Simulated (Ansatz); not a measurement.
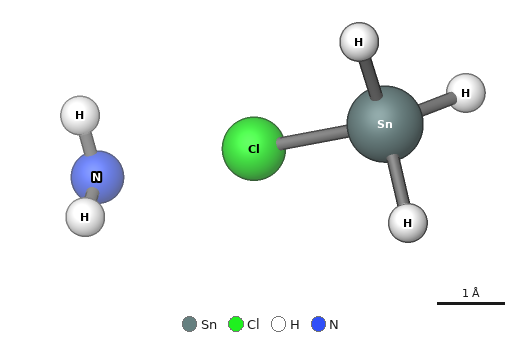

Starting structure of SnNH5Cl (multiplicity 2). Style: ball-and-stick. Shown at a tilt.

The run prepares an end point of a later path (reaction) calculation, from a guessed geometry.

The calculation used UKS PBE0-D4/def2-SVP in Ansatz 0.2.0.

Input
```yaml
crystal:
  periodic: [false, false, false]
  atoms:
    - { symbol: Sn, position_ang: [0.014512, -0.012956, -0.075973] }
    - { symbol: Cl, position_ang: [-0.126219, 0.055727, 2.314264] }
    - { symbol: H, position_ang: [1.67867, -0.022128, -0.457264] }
    - { symbol: H, position_ang: [-0.778319, 1.39109, -0.633598] }
    - { symbol: H, position_ang: [-0.775458, -1.448756, -0.553217] }
    - { symbol: "N", position_ang: [-0.357492, 0.237777, 5.23062] }
    - { symbol: H, position_ang: [-0.26499, -0.765842, 5.068643] }
    - { symbol: H, position_ang: [0.611096, 0.565087, 5.158324] }
magnetization:
  spin_polarized: true
  initial_magnetization: 1
basis:
  gaussian: { orbitals: def2-SVP }
hamiltonian:
  xc: pbe0
  dispersion: d4
relax:
  f_tol: 0.03
  max_steps: 50
```

Run as
```bash
ansatz run input.yaml --threads 2 --pin off --max-ram 3072MiB --backend cpu --events-out ev --progress --plain --runs-dir out
```

Q: Where does the relaxation end?

A: The atom that moves furthest after the best rigid fit is N6 (0.60 Å). Largest moves by element: N 0.60 Å, H 0.25 Å, Cl 0.10 Å, Sn 0.05 Å. Near-neighbour distances that change, for instance: Sn1–Cl2 2.395 → 2.367 Å, N6–H7 1.021 → 1.034 Å. The energy falls by 5.66 kJ/mol in 7 accepted moves (10 points after the start). Largest force component: 0.53 eV/Å at the start, 0.0046 eV/Å at the end. The line search rejected the trial steps at points 2, 7, 9 of the run. The forces were under the threshold at step 8, but the run went on from there.

The structure at the end:

```xyz
8

Sn    0.0272   -0.0145   -0.1291
Cl   -0.0743    0.0921    2.2337
H     1.6873   -0.0282   -0.5222
H    -0.7771    1.3814   -0.6901
H    -0.7699   -1.4598   -0.5608
N    -0.0359   -0.0036    5.6800
H    -0.4728   -0.6426    4.9947
H     0.4172    0.6753    5.0456
```

After the run, drawn alike:

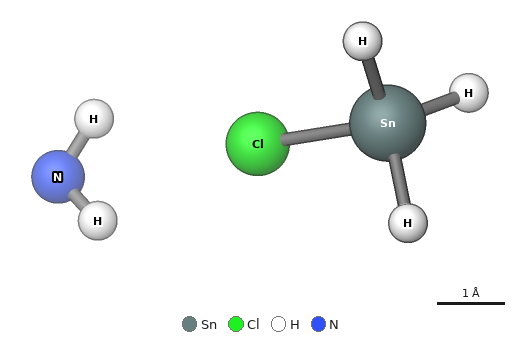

Limits of the set-up: the start holds two separate molecules, 2.9 Å apart at their closest, whose relative position is a soft coordinate.
